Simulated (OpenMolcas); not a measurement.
# Si2H6O7 (SMILES O[Si](O)(O)O[Si](O)(O)O): a chain of runs

We compute a single-point energy (HF/ANO-RCC-MB), then a single-point energy (CASSCF(2,2)/ANO-RCC-VDZ), then an energy scan (CASPT2(2,2)/ANO-RCC-VDZ), then an energy scan (SC-NEVPT2(2,2)/ANO-RCC-VDZ), then the energy along one coordinate (MC-PDFT[tPBE](2,2)/ANO-RCC-VDZ) of Si2H6O7. 

The results are computed with OpenMolcas 26.06.

### Step 1. Starting point

The species is Si2H6O7 (15 atoms), meant as a singlet with charge 0. As SMILES, `O[Si](O)(O)O[Si](O)(O)O`. The coordinates come from a PBE0-D4/def2-TZVP relaxation. This is one conformer, not always the lowest.

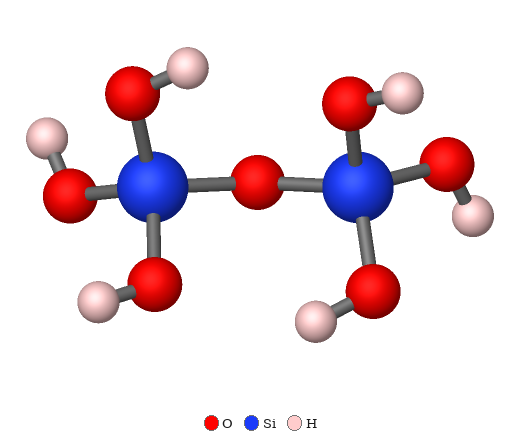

The structure, seen from a chosen angle (oxygen red, silicon blue, hydrogen pink).

### Step 2. A single-point energy at HF/ANO-RCC-MB (DKH2) (run 1)

The input, mol.xyz:

```xyz
15

O     -1.128140     0.998840    -1.724240
Si    -0.854130    -0.483910    -1.106030
O     -1.046820    -1.569940    -2.294730
O     -1.861390    -0.881060     0.125650
O      0.618750    -0.535010    -0.414950
Si     1.132590     0.243100     0.919230
O      0.783030     1.812660     0.597270
O      2.730280     0.115100     1.165410
O      0.368200    -0.341800     2.234310
H     -0.705570     1.712520    -1.234420
H     -0.763300    -1.305240    -3.170900
H     -2.798580    -0.930510    -0.066820
H      1.023560     2.464470     1.256880
H      3.031800    -0.654930     1.649410
H     -0.530270    -0.644320     2.063930
```

The input, step1.input:

```
&GATEWAY
COORD = mol.xyz
BASIS = ANO-RCC-MB
GROUP = NoSym
&SEWARD
&SCF
PRORBITALS = 0
&LOCALISATION
OCCUPIED
FREEZE
PIPEK-MEZEY
&LOCALISATION
FILEORB = $Project.LocOrb
VIRTUAL
PIPEK-MEZEY
```

Command:

```
export MOLCAS_MEM=1860
pymolcas step1.input > step1.log
```

Log:

```text
--- Start Module: gateway ---
[...]
--- Stop Module: gateway /rc=_RC_ALL_IS_WELL_ ---
[...]
      Basis functions           59
[...]
       Convergence after  10 Iterations
[...]
::    Total SCF energy                              -1106.6382642348
[...]
      Total spin, S                                     0.0000000000
[...]
      Total electronic charge=   90.000000
      Total            charge=   -0.000000
[...]
      Dipole Moment (debye):
      Origin of the operator (angstrom)=    0.0831   -0.0719   -0.0558
                   X= -8.9398E-01               Y=  7.7341E-01               Z=  6.0030E-01           Total=  1.3258E+00
      Quadrupole Moment (debye*angstrom):
[...]
--- Start Module: localisation ---
[...]
--- Stop Module: localisation /rc=_RC_ALL_IS_WELL_ ---
--- Start Module: localisation ---
[...]
--- Stop Module: localisation /rc=_RC_ALL_IS_WELL_ ---
[...]
```

Run time: 10 s. Hardware: 1 thread of Intel Xeon 6975P-C (Granite Rapids), shared host; peak memory 0.41 GiB.

### Step 3. The energy at CASSCF(2,2)/ANO-RCC-VDZ (DKH2, RICD fitting) (run 2)

mol.xyz is that of step 2.

The input, step2.inp:

```
>>> EXPORT MOLCAS_PRINT=2

&GATEWAY
 COORD=mol.xyz
 BASIS=ANO-RCC-MB
 GROUP=NoSym

&SEWARD

&RASSCF
 FILEORB=$CurrDir/step1.LocOrb
 ALTER=2
 1 19 45
 1 46 54
 SPIN=1
 NACTEL=2 0 0
 INACTIVE=44
 RAS2=2
 ORBLISTING=Nothing
>>> COPY $Project.RunFile RUNFIL1
>>> COPY $Project.RasOrb INPORB

&GATEWAY
 COORD=mol.xyz
 BASIS=ANO-RCC-VDZ
 GROUP=NoSym
 RICD

&SEWARD
>>> COPY $Project.RunFile RUNFIL2

&EXPBAS

&RASSCF
 FILEORB=$Project.ExpOrb
 SPIN=1
 NACTEL=2 0 0
 INACTIVE=44
 RAS2=2
 ORBLISTING=Nothing
```

Command:

```
export MOLCAS_MEM=1860
pymolcas step2.inp > step2.log
```

Log:

```text
--- Start Module: gateway ---
[...]
--- Stop Module: gateway /rc=_RC_ALL_IS_WELL_ ---
[...]
      Basis functions           59
[...]
      Number of active orbitals                  2
[...]
      Spin quantum number                      0.0
[...]
      Active orbitals                            2
[...]
      Number of CSFs                             3
[...]
      Number of root(s) required                 1
[...]
      Convergence after 11 iterations
[...]
      printout of CI-coefficients larger than  0.05 for root  1
      energy=   -1106.656194
      conf/sym  11     Coeff  Weight
             1  20   0.99504 0.99010
             3  02  -0.09951 0.00990
      Natural orbitals and occupation numbers for root  1
      sym 1:   1.980197   0.019803
      ************************************************************************************************************************
      *                                                    Final results                                                     *
[...]
::    RASSCF root number  1 Total energy:  -1106.65619391
[...]
      Basis functions          101
[...]
--- Start Module: expbas ---
[...]
--- Stop Module: expbas /rc=_RC_ALL_IS_WELL_ ---
--- Start Module: rasscf ---
[...]
      Convergence after 16 iterations
[...]
      Natural orbitals and occupation numbers for root  1
      sym 1:   1.980285   0.019715
      ************************************************************************************************************************
      *                                                    Final results                                                     *
[...]
::    RASSCF root number  1 Total energy:  -1107.20999563
[...]
      Total electronic charge=   90.000000
      Total            charge=   -0.000000
[...]
      Dipole Moment (debye):
      Origin of the operator (angstrom)=    0.0831   -0.0719   -0.0558
                   X= -1.3888E+00               Y=  1.0696E+00               Z=  8.3918E-01           Total=  1.9435E+00
      Quadrupole Moment (debye*angstrom):
[...]
--- Stop Module: rasscf /rc=_RC_ALL_IS_WELL_ ---
[...]
```

Run time: 16 s. Hardware: 1 thread of Intel Xeon 6975P-C (Granite Rapids), shared host; peak memory 0.41 GiB.

### Step 4. The energy along one coordinate at CASPT2(2,2)/ANO-RCC-VDZ (DKH2, RICD fitting, ipea shift 0.25 Eh, pt2 variant SS) (run 3)

The input, step3.inp:

```
>>> EXPORT MOLCAS_PRINT=2
>>> COPY $CurrDir/step2.RasOrb $Project.RasOrb
>>> ForEach K in (1, 2, 3, 4, 5, 6, 7, 8, 9)

&GATEWAY
  Coord=$CurrDir/point$K.xyz
  Basis=ANO-RCC-VDZ
  Group=NoSym
  RICD

&SEWARD

&RASSCF
  FileOrb=$Project.RasOrb
  Spin=1
  Nactel=2 0 0
  Inactive=44
  Ras2=2
  OrbListing=Nothing

&CASPT2
  Imaginary=0.2
  Frozen=17
>>> EndDo
```

Command:

```
export MOLCAS_MEM=1860
pymolcas step3.inp > step3.log
```

Log, cut to the lines that bear on the results:

```text
[...]
      Basis functions          101
[...]
      Number of active orbitals                  2
[...]
      Spin quantum number                      0.0
[...]
      Active orbitals                            2
[...]
      Number of CSFs                             3
[...]
      Number of root(s) required                 1
[...]
      Convergence after 12 iterations
[...]
      Natural orbitals and occupation numbers for root  1
      sym 1:   1.985937   0.014063
      ************************************************************************************************************************
      *                                                    Final results                                                     *
[...]
::    RASSCF root number  1 Total energy:  -1107.19327289
[...]
      E2 (Variational):          -0.9260542588
[...]
::    CASPT2 Root  1     Total energy:  -1108.11932714
[...]
      Convergence after 12 iterations
[...]
      Natural orbitals and occupation numbers for root  1
      sym 1:   1.980302   0.019698
      ************************************************************************************************************************
      *                                                    Final results                                                     *
[...]
      Convergence after 14 iterations
[...]
      Natural orbitals and occupation numbers for root  1
      sym 1:   1.875387   0.124613
      ************************************************************************************************************************
      *                                                    Final results                                                     *
[...]
      Convergence after 12 iterations
[...]
      Natural orbitals and occupation numbers for root  1
      sym 1:   1.773906   0.226094
      ************************************************************************************************************************
      *                                                    Final results                                                     *
[...]
      Convergence after 18 iterations
[...]
::    RASSCF root number  1 Total energy:  -1107.03208012
[...]
::    CASPT2 Root  1     Total energy:  -1107.95537535
[...]
      Convergence after 19 iterations
[...]
::    RASSCF root number  1 Total energy:  -1107.01917415
[...]
      E2 (Variational):          -0.9143400426
[...]
::    CASPT2 Root  1     Total energy:  -1107.93351419
[...]
```

Run time: 66 s. Hardware: 1 thread of Intel Xeon 6975P-C (Granite Rapids), shared host; peak memory 0.083 GiB.

The scan, from its lowest point:

```
H10–O1 (Å)  energy (kJ/mol)
     0.867             48.7
     0.963              0.0
     1.060              2.1
     1.204             50.7
     1.397            144.1
     1.638            258.3
     1.926            369.7
     2.312            479.1
     2.890            536.5
```

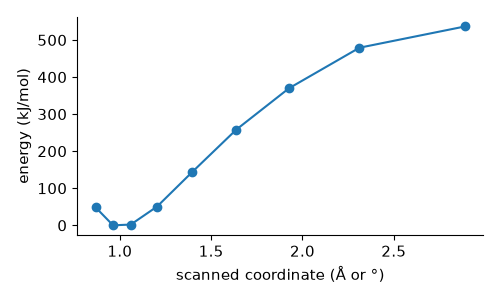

Energy along the scan.

### Step 5. An energy scan at SC-NEVPT2(2,2)/ANO-RCC-VDZ (DKH2, RICD fitting, pt2 variant SC-NEVPT2) (run 4)

The input, step4.input:

```
>>> EXPORT MOLCAS_PRINT=2
>>> COPY $CurrDir/step2.RasOrb $Project.RasOrb
>>> ForEach K in (1, 2, 3, 4, 5, 6, 7, 8, 9)

&GATEWAY
 COORD
 $CurrDir/point$K.xyz
 BASIS
 ANO-RCC-VDZ
 GROUP
 NoSym
 RICD

&SEWARD

&RASSCF
 FILEORB
 $Project.RasOrb
 SPIN
 1
 NACTEL
 2 0 0
 INACTIVE
 44
 RAS2
 2
 ORBLISTING
 Nothing

&CASPT2
 SC-NEVPT2
 FROZEN
 17
>>> EndDo
```

Command:

```
export MOLCAS_MEM=1860
pymolcas step4.input > step4.log
```

Log, cut to the lines that bear on the results:

```text
[...]
      Basis functions          101
[...]
      Number of active orbitals                  2
[...]
      Spin quantum number                      0.0
[...]
      Active orbitals                            2
[...]
      Number of CSFs                             3
[...]
      Number of root(s) required                 1
[...]
      Convergence after 12 iterations
[...]
      Natural orbitals and occupation numbers for root  1
      sym 1:   1.985937   0.014063
      ************************************************************************************************************************
      *                                                    Final results                                                     *
[...]
::    RASSCF root number  1 Total energy:  -1107.19327289
[...]
      E2 (Variational):          -0.9277941669
[...]
::    SC-NEVPT2 Root  1     Total energy:  -1108.12100799
[...]
      Convergence after 12 iterations
[...]
      Natural orbitals and occupation numbers for root  1
      sym 1:   1.980302   0.019698
      ************************************************************************************************************************
      *                                                    Final results                                                     *
[...]
      Convergence after 14 iterations
[...]
      Natural orbitals and occupation numbers for root  1
      sym 1:   1.875387   0.124613
      ************************************************************************************************************************
      *                                                    Final results                                                     *
[...]
      Convergence after 12 iterations
[...]
      Natural orbitals and occupation numbers for root  1
      sym 1:   1.773906   0.226094
      ************************************************************************************************************************
      *                                                    Final results                                                     *
[...]
      Convergence after 18 iterations
[...]
::    RASSCF root number  1 Total energy:  -1107.03208012
[...]
::    SC-NEVPT2 Root  1     Total energy:  -1107.95132413
[...]
      Convergence after 19 iterations
[...]
::    RASSCF root number  1 Total energy:  -1107.01917415
[...]
      E2 (Variational):          -0.9104488825
[...]
::    SC-NEVPT2 Root  1     Total energy:  -1107.92962303
[...]
```

Wall time 59 s (1 thread of Intel Xeon 6975P-C (Granite Rapids), shared host); peak memory 0.083 GiB.

The scan, from its lowest point:

```
H10–O1 (Å)  energy (kJ/mol)
     0.867             50.4
     0.963              0.0
     1.060              0.9
     1.204             48.8
     1.397            143.4
     1.638            261.3
     1.926            379.2
     2.312            495.9
     2.890            552.9
```

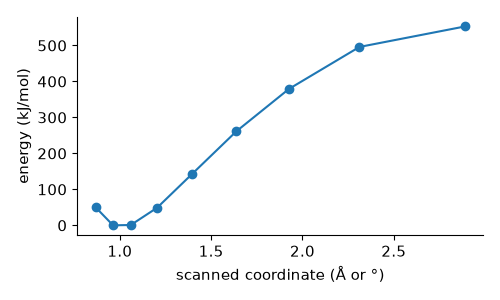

Energy along the scan.

### Step 6. An energy scan at MC-PDFT[tPBE](2,2)/ANO-RCC-VDZ (DKH2, RICD fitting) (run 5)

The input, step5.input:

```
>>> EXPORT MOLCAS_PRINT=2
>>> COPY $CurrDir/step2.RasOrb $Project.RasOrb
>>> ForEach K in (1, 2, 3, 4, 5, 6, 7, 8, 9)

&GATEWAY
  Coord=$CurrDir/point$K.xyz
  Basis=ANO-RCC-VDZ
  Group=NoSym
  RICD

&SEWARD

&RASSCF
  FileOrb=$Project.RasOrb
  Spin=1
  Nactel=2 0 0
  Inactive=44
  Ras2=2
  OrbListing=Nothing

&MCPDFT
  KSDFT=T:PBE
>>> EndDo
```

Command:

```
export MOLCAS_MEM=1860
pymolcas step5.input > step5.log
```

Log, cut to the lines that bear on the results:

```text
--- Start Module: gateway ---
[...]
      Basis functions          101
[...]
      Number of active orbitals                  2
[...]
      Spin quantum number                      0.0
[...]
      Active orbitals                            2
[...]
      Number of CSFs                             3
[...]
      Number of root(s) required                 1
[...]
      Convergence after 12 iterations
[...]
      Natural orbitals and occupation numbers for root  1
      sym 1:   1.985937   0.014063
      ************************************************************************************************************************
      *                                                    Final results                                                     *
[...]
::    RASSCF root number  1 Total energy:  -1107.19327289
[...]
::    MCPDFT root number  1 Total energy:  -1110.08604319
[...]
      Convergence after 12 iterations
[...]
      Natural orbitals and occupation numbers for root  1
      sym 1:   1.980302   0.019698
      ************************************************************************************************************************
      *                                                    Final results                                                     *
[...]
      Convergence after 14 iterations
[...]
      Natural orbitals and occupation numbers for root  1
      sym 1:   1.875387   0.124613
      ************************************************************************************************************************
      *                                                    Final results                                                     *
[...]
      Convergence after 12 iterations
[...]
      Natural orbitals and occupation numbers for root  1
      sym 1:   1.773906   0.226094
      ************************************************************************************************************************
      *                                                    Final results                                                     *
[...]
      Convergence after 18 iterations
[...]
::    RASSCF root number  1 Total energy:  -1107.03208012
[...]
::    MCPDFT root number  1 Total energy:  -1109.91383545
[...]
      Convergence after 19 iterations
[...]
::    RASSCF root number  1 Total energy:  -1107.01917415
[...]
      Total electronic charge=   90.000000
      Total            charge=   -0.000000
[...]
::    MCPDFT root number  1 Total energy:  -1109.88390248
[...]
```

Wall time 71 s (1 thread of Intel Xeon 6975P-C (Granite Rapids), shared host); peak memory 0.083 GiB.

The scan, from its lowest point:

```
H10–O1 (Å)  energy (kJ/mol)
     0.867             46.1
     0.963              0.0
     1.060              4.0
     1.204             54.5
     1.397            148.8
     1.638            262.0
     1.926            373.2
     2.312            498.3
     2.890            576.8
```

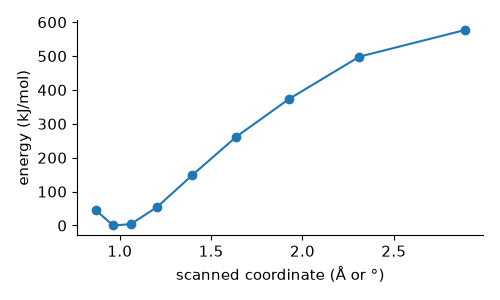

Energy along the scan.

### Step 7. Results

| quantity | value |
| --- | --- |
| run 1, HF/ANO-RCC-MB: total energy | -1106.63826 Eh |
| run 1, HF/ANO-RCC-MB: dipole moment | 1.33 D |
| run 1, HF/ANO-RCC-MB: HOMO energy | -14.02 eV |
| run 1, HF/ANO-RCC-MB: LUMO energy | 6.23 eV |
| run 1, HF/ANO-RCC-MB: HOMO–LUMO gap | 20.25 eV |
| run 2, CASSCF(2,2)/ANO-RCC-VDZ: total energy | -1107.21000 Eh |
| run 2, CASSCF(2,2)/ANO-RCC-VDZ: dipole moment (CASSCF density) | 1.94 D |
| run 3, CASPT2(2,2)/ANO-RCC-VDZ: lowest energy of the scan | -1108.13787 Eh |
| run 4, SC-NEVPT2(2,2)/ANO-RCC-VDZ: lowest energy of the scan | -1108.14021 Eh |
| run 5, MC-PDFT[tPBE](2,2)/ANO-RCC-VDZ: lowest energy of the scan | -1110.10361 Eh |
